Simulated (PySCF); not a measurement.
# AlHCl2 (SMILES [Cl][AlH][Cl]), step by step

Aim: a structure relaxation (QTP17/6-311G**), then a single-point energy (CCSD(T)/6-31+G*), then the excited states (TDA-HSE03/6-31G) of AlHCl2. 

Program for the calculation: PySCF 2.14.0.

1 further run of the same task is left out (for a faulty analytic Hessian).

## 1. The system as given

AlHCl2: 4 atoms, total charge 0, spin state singlet. As SMILES, `[Cl][AlH][Cl]`. The shape comes from a force field and isn't a relaxed structure. The run starts from this shape.

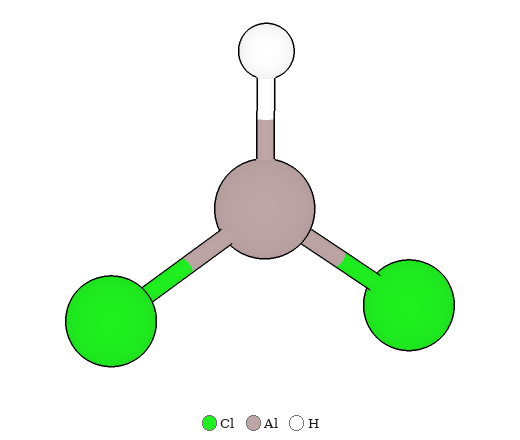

The structure, seen from a chosen angle (chlorine green, aluminium light grey, hydrogen white).

## 2. A structure relaxation at QTP17/6-311G(d,p) (Cartesian functions) (run 1)

job.py

```python
# [Cl][AlH][Cl]
from pyscf import gto, dft
from pyscf.geomopt.geometric_solver import kernel as optimise

mol = gto.M(
    atom='Cl -1.337300 0.684300 1.468500; Al 0.111900 0.078100 -0.031900; Cl -0.165700 -1.845200 -1.098500; H 1.446600 1.022400 -0.358400',
    basis='6-311g**',
    cart=True,
    verbose=3,
    spin=0,
    max_memory=1860,
)

mf = dft.RKS(mol, xc='qtp17')
converged, mol_eq = optimise(mf, maxsteps=100, convergence_set='GAU_TIGHT')
print('converged:', converged)
print(mol_eq.tostring())

mf.reset(mol_eq)
mol = mol_eq
mf.kernel()
e_final = mf.e_tot
print('E = %.10f Eh' % e_final)
```

Run with:

```sh
OMP_NUM_THREADS=1 python job.py
```

What it wrote:

```text
convergence_set           GAU_TIGHT
maxiter                   100
----------------------------------------------------------
Custom engine selected.
Bonds will be generated from interatomic distances less than 1.20 times sum of covalent radii
12 internal coordinates being used (instead of 12 Cartesians)
Internal coordinate system (atoms numbered from 1):
Distance 1-2
Distance 2-3
Distance 2-4
Angle 1-2-4
Angle 3-2-4
Out-of-Plane 2-1-3-4
Translation-X 1-4
Translation-Y 1-4
Translation-Z 1-4
Rotation-A 1-4
Rotation-B 1-4
Rotation-C 1-4
> ===== Optimization Info: ====
> Job type: Energy minimization
> Maximum number of optimization cycles: 100
> Initial / maximum trust radius (Angstrom): 0.100 / 0.300
> Convergence Criteria:
> Will converge when all 5 criteria are reached:
>  |Delta-E| < 1.00e-06
>  RMS-Grad  < 1.00e-05
>  Max-Grad  < 1.50e-05
>  RMS-Disp  < 4.00e-05
>  Max-Disp  < 6.00e-05
> === End Optimization Info ===

[... 10 lines left out ...]
converged SCF energy = -1161.93213488661
[... 37 lines left out ...]
converged SCF energy = -1161.94642292254
[... 56 lines left out ...]
converged SCF energy = -1161.94677378961
[... 56 lines left out ...]
converged SCF energy = -1161.94677591588
[... 56 lines left out ...]
converged SCF energy = -1161.94677593561
[... 57 lines left out ...]
converged SCF energy = -1161.94677595211
[... 56 lines left out ...]
converged SCF energy = -1161.94677595773
[... 56 lines left out ...]
converged SCF energy = -1161.94677595808
[... 30 lines left out ...]
Converged! =D
[... 1 line left out ...]
converged: True
Cl         -1.27318770        0.61452057        1.37757152
Al          0.12829859        0.06582042       -0.03338873
Cl         -0.17801969       -1.72250744       -1.01531883
H           1.35556214        0.95661666       -0.34175414
converged SCF energy = -1161.94677595956
E = -1161.9467759596 Eh
```

It took 5.4 min on 1 thread of AMD EPYC (Zen 3), shared host; peak memory 0.85 GiB.

Steps, from the record of the run:

```csv
step,energy from the first frame kept (eV),largest force (eV/Å)
0,0.0000,2.1861
1,-0.3715,0.7693
2,-0.3888,0.3150
3,-0.3899,0.3010
4,-0.3980,0.0927
5,-0.3983,0.0292
6,-0.3984,0.0047
7,-0.3984,0.0033
8,-0.3984,0.0018
9,-0.3984,0.0016
10,-0.3984,0.0023
11,-0.3984,0.0026
12,-0.3984,0.0020
13,-0.3984,0.0017
14,-0.3984,0.0016
15,-0.3984,0.0016
16,-0.3984,0.0015
17,-0.3984,0.0015
18,-0.3984,0.0014
19,-0.3984,0.0015
20,-0.3984,0.0013
21,-0.3984,0.0013
```

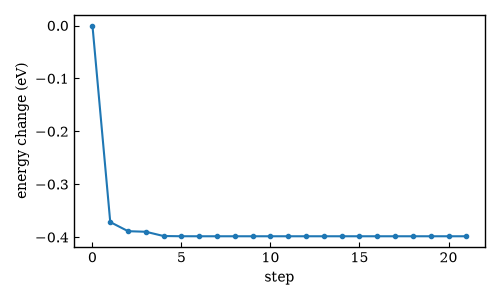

Energy along the run.

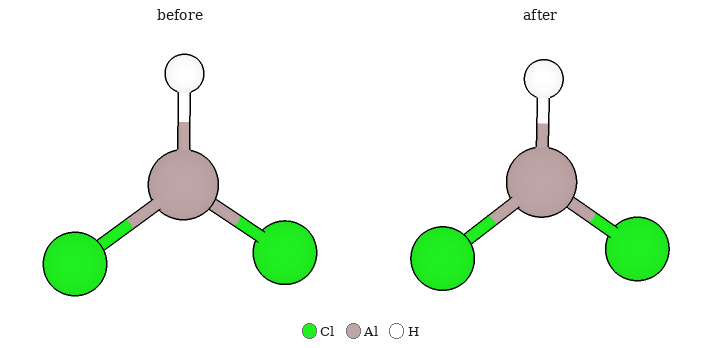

Before and after, at one scale.

After the run. Bond lengths: Cl1–Al2 2.063 Å, Al2–Cl3 2.063 Å, Al2–H4 1.548 Å. Angles: Cl1–Al2–Cl3 117.1°, Cl1–Al2–H4 121.5°, Cl3–Al2–H4 121.5°.

## 3. The energy at CCSD(T)/6-31+G(d) (Cartesian functions) (run 3)

job.py

```python
from pyscf import gto, cc

molecule = gto.M(
    atom=[
    ('Cl', (-1.273188, 0.614521, 1.377572)),
    ('Al', (0.128299, 0.065820, -0.033389)),
    ('Cl', (-0.178020, -1.722507, -1.015319)),
    ('H', (1.355562, 0.956617, -0.341754)),
],
    max_memory=1860,
    verbose=4,
    cart=True,
    basis='6-31+g*',
)

mf = molecule.RHF()
mf.kernel()

mycc = cc.CCSD(mf, frozen=15)
mycc.kernel()
e_t = mycc.ccsd_t()
etot = mycc.e_tot + e_t
print(f'total energy: {etot:.8f} hartree')
```

Run with:

```sh
OMP_NUM_THREADS=1 python job.py
```

What it wrote:

```text
PySCF version 2.14.0

[INPUT] num. atoms = 4
[INPUT] num. electrons = 48
[INPUT] charge = 0
[INPUT] spin (= nelec alpha-beta = 2S) = 0
[INPUT] symmetry False subgroup None
[INPUT] Mole.unit = angstrom
[INPUT] Cartesian GTO integrals (6d 10f)
[INPUT] Symbol           X                Y                Z      unit          X                Y                Z       unit  Magmom
[INPUT]  1 Cl    -1.273188000000   0.614521000000   1.377572000000 AA   -2.405976625083   1.161276387794   2.603233796869 Bohr   0.0
[INPUT]  2 Al     0.128299000000   0.065820000000  -0.033389000000 AA    0.242449972056   0.124381773519  -0.063096065573 Bohr   0.0
[INPUT]  3 Cl    -0.178020000000  -1.722507000000  -1.015319000000 AA   -0.336409044695  -3.255066477646  -1.918674839067 Bohr   0.0
[INPUT]  4 H      1.355562000000   0.956617000000  -0.341754000000 AA    2.561640924868   1.807744136103  -0.645821461975 Bohr   0.0

nuclear repulsion = 166.96748115964
number of shells = 32
number of NR pGTOs = 172
number of NR cGTOs = 71
basis = 6-31+g*
ecp = {}

******** <class 'pyscf.scf.hf.RHF'> ********
method = RHF
initial guess = minao
damping factor = 0
level_shift factor = 0
DIIS = <class 'pyscf.scf.diis.CDIIS'>
diis_start_cycle = 1
diis_space = 8
diis_damp = 0
SCF conv_tol = 1e-09
SCF conv_tol_grad = None
SCF max_cycles = 50
direct_scf = True
direct_scf_tol = 1e-13
Set gradient conv threshold to 3.16228e-05
Initial guess from minao.
init E= -1161.6594374742
  HOMO = -0.38756810070154  LUMO = 0.0184656347747273  gap/eV = 11.04874
cycle= 1 E= -1161.55152820372  delta_E= 0.108  |g|= 0.327  |ddm|= 1.83
  HOMO = -0.448644652581556  LUMO = 0.0113980816715618  gap/eV = 12.51840
cycle= 2 E= -1161.5897875814  delta_E= -0.0383  |g|= 0.125  |ddm|= 0.714
  HOMO = -0.467884717809907  LUMO = 0.0318886342048978  gap/eV = 13.59953
cycle= 3 E= -1161.59468054135  delta_E= -0.00489  |g|= 0.022  |ddm|= 0.199
  HOMO = -0.465254761509137  LUMO = 0.0336090077315081  gap/eV = 13.57477
cycle= 4 E= -1161.59499875257  delta_E= -0.000318  |g|= 0.00314  |ddm|= 0.0603
  HOMO = -0.465819452281476  LUMO = 0.0331415670775144  gap/eV = 13.57742
cycle= 5 E= -1161.59500567166  delta_E= -6.92e-06  |g|= 0.000591  |ddm|= 0.012
  HOMO = -0.46579719486865  LUMO = 0.0331621937916751  gap/eV = 13.57738
cycle= 6 E= -1161.5950059393  delta_E= -2.68e-07  |g|= 0.000165  |ddm|= 0.0031
  HOMO = -0.465815128056465  LUMO = 0.0331608887898902  gap/eV = 13.57783
cycle= 7 E= -1161.59500596058  delta_E= -2.13e-08  |g|= 3.57e-05  |ddm|= 0.000866
  HOMO = -0.46580831100214  LUMO = 0.0331645814147015  gap/eV = 13.57774
cycle= 8 E= -1161.59500596157  delta_E= -9.94e-10  |g|= 6.55e-06  |ddm|= 0.00016
  HOMO = -0.465809262313572  LUMO = 0.0331639892012747  gap/eV = 13.57775
Extra cycle  E= -1161.5950059616  delta_E= -2.89e-11  |g|= 2.46e-06  |ddm|= 1.63e-05
converged SCF energy = -1161.5950059616

******** <class 'pyscf.cc.ccsd.CCSD'> ********
CC2 = 0
CCSD nocc = 9, nmo = 56
frozen orbitals 15
max_cycle = 50
direct = 0
conv_tol = 1e-07
conv_tol_normt = 1e-05
diis_space = 6
diis_start_cycle = 0
diis_start_energy_diff = 1e+09
Init t2, MP2 energy = -1161.90335668656  E_corr(MP2) -0.308350724956311
Init E_corr(CCSD) = -0.308350724959417
cycle = 1  E_corr(CCSD) = -0.331958863064105  dE = -0.0236081381  norm(t1,t2) = 0.0434186
cycle = 2  E_corr(CCSD) = -0.33788682239716  dE = -0.00592795933  norm(t1,t2) = 0.0137358
cycle = 3  E_corr(CCSD) = -0.339838811458644  dE = -0.00195198906  norm(t1,t2) = 0.0066569
cycle = 4  E_corr(CCSD) = -0.340369791307873  dE = -0.000530979849  norm(t1,t2) = 0.00194557
cycle = 5  E_corr(CCSD) = -0.34025188867966  dE = 0.000117902628  norm(t1,t2) = 0.000660109
cycle = 6  E_corr(CCSD) = -0.340251251919584  dE = 6.36760076e-07  norm(t1,t2) = 0.000151938
cycle = 7  E_corr(CCSD) = -0.340255591470455  dE = -4.33955087e-06  norm(t1,t2) = 5.12569e-05
cycle = 8  E_corr(CCSD) = -0.340255850866877  dE = -2.59396422e-07  norm(t1,t2) = 1.08032e-05
cycle = 9  E_corr(CCSD) = -0.340255713605456  dE = 1.37261421e-07  norm(t1,t2) = 4.00502e-06
cycle = 10  E_corr(CCSD) = -0.340255704079916  dE = 9.52553952e-09  norm(t1,t2) = 1.55527e-06
CCSD converged
E(CCSD) = -1161.935261665681  E_corr = -0.3402557040799161
CCSD(T) correction = -0.00805717940164156
total energy: -1161.94331885 hartree
```

It took 14 s on 1 thread of AMD EPYC (Zen 3), shared host; peak memory 0.21 GiB.

## 4. The excited states at TDA-HSE03/6-31G (sfX2C, density fitting with cc-pvqz-jkfit, spin of roots singlet) (run 4)

input.py

```python
from pyscf import gto, dft, tdscf

mol = gto.Mole()
mol.atom = 'Cl -1.273188 0.614521 1.377572; Al 0.128299 0.065820 -0.033389; Cl -0.178020 -1.722507 -1.015319; H 1.355562 0.956617 -0.341754'
mol.verbose = 3
mol.basis = '6-31g'
mol.charge = 0
mol.cart = True
mol.max_memory = 1860
mol.build()

calc0 = dft.RKS(mol, xc='hse03')
calc0 = calc0.sfx2c1e()
calc0 = calc0.density_fit(auxbasis='cc-pvqz-jkfit')
calc0.kernel()

etot = calc0.e_tot
print(f'total energy: {etot:.8f} hartree')

td = calc0.TDA()
td.nstates = 10
td.kernel()
td.analyze()
roots = td.e * 27.211386
osc = td.oscillator_strength()
print('state   eV      nm      f')
for i, (w, f) in enumerate(zip(roots, osc), 1):
    print('%3d %9.4f %8.1f %9.5f' % (i, w, 1239.842 / w, f))
```

Run with:

```sh
OMP_NUM_THREADS=1 python input.py
```

What it wrote:

```text
converged SCF energy = -1166.49555345795
total energy: -1166.49555346 hartree
Excitation energies (eV)
[6.14544708 6.15275399 6.79502955 7.33371001 7.38644976 7.38844778
 7.62159437 7.6645665  7.81100889 8.08288867]

** Singlet excitation energies and oscillator strengths **
state   eV      nm      f
  1    6.1454    201.7   0.00889
  2    6.1528    201.5   0.00000
  3    6.7950    182.5   0.03485
  4    7.3337    169.1   0.00438
  5    7.3864    167.9   0.00000
  6    7.3884    167.8   0.10613
  7    7.6216    162.7   0.17599
  8    7.6646    161.8   0.00262
  9    7.8110    158.7   0.00000
 10    8.0829    153.4   0.11989
```

Run time: 33 s. Hardware: 1 thread of AMD EPYC (Zen 3), shared host; peak memory 0.3 GiB.

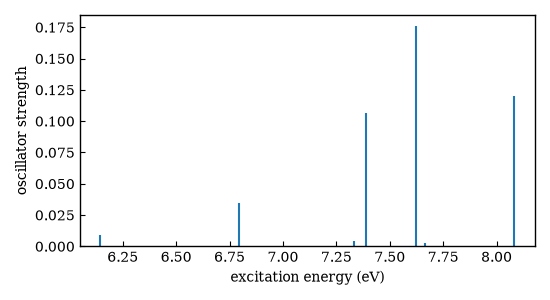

Vertical excitations as sticks.

The roots found:

```
excited state  energy (eV)  strength
            1        6.145    0.0089
            2        6.153    0.0000
            3        6.795    0.0348
            4        7.334    0.0044
            5        7.386    0.0000
            6        7.388    0.1061
            7        7.622    0.1760
            8        7.665    0.0026
            9        7.811    0.0000
           10        8.083    0.1199
```

## 5. Summary of results

```
                                                            quantity           value
                      run 1, QTP17/6-311G**: total energy at the end  -1161.94678 Eh
                                run 1, QTP17/6-311G**: dipole moment          1.57 D
                                  run 1, QTP17/6-311G**: HOMO energy       -11.46 eV
                                  run 1, QTP17/6-311G**: LUMO energy        -0.67 eV
                                run 1, QTP17/6-311G**: HOMO–LUMO gap        10.80 eV
                                run 3, CCSD(T)/6-31+G*: total energy  -1161.94332 Eh
        run 3, CCSD(T)/6-31+G*: dipole moment (Hartree–Fock density)          1.52 D
         run 3, CCSD(T)/6-31+G*: HOMO energy (Hartree–Fock orbitals)       -12.68 eV
         run 3, CCSD(T)/6-31+G*: LUMO energy (Hartree–Fock orbitals)         0.90 eV
       run 3, CCSD(T)/6-31+G*: HOMO–LUMO gap (Hartree–Fock orbitals)        13.58 eV
run 3, CCSD(T)/6-31+G*: correlation energy (15 core orbitals frozen)      -348.3 mEh
                              run 3, CCSD(T)/6-31+G*: (T) correction       -8.06 mEh
                               run 3, CCSD(T)/6-31+G*: T1 diagnostic           0.011
           run 4, TDA-HSE03/6-31G: ground-state or mean-field energy  -1166.49555 Eh
     run 4, TDA-HSE03/6-31G: dipole moment (HSE03 Kohn–Sham density)          1.95 D
      run 4, TDA-HSE03/6-31G: HOMO energy (HSE03 Kohn–Sham orbitals)        -9.34 eV
      run 4, TDA-HSE03/6-31G: LUMO energy (HSE03 Kohn–Sham orbitals)        -2.51 eV
    run 4, TDA-HSE03/6-31G: HOMO–LUMO gap (HSE03 Kohn–Sham orbitals)         6.83 eV
            run 4, TDA-HSE03/6-31G: lowest singlet excitation energy         6.15 eV
```

The optimisation (run 1, QTP17/6-311G**) took 21 steps and changed the energy by -0.398 eV. The triples (run 3, CCSD(T)/6-31+G*) make up 2.3 % of the correlation energy. The brightest of the 10 transitions from the ground state lies at 7.62 eV (163 nm, f = 0.176); the lowest, at 6.15 eV, has f = 0.009. The basis has no diffuse functions, so Rydberg states are missing or pushed up, and the true lowest state may lie lower.
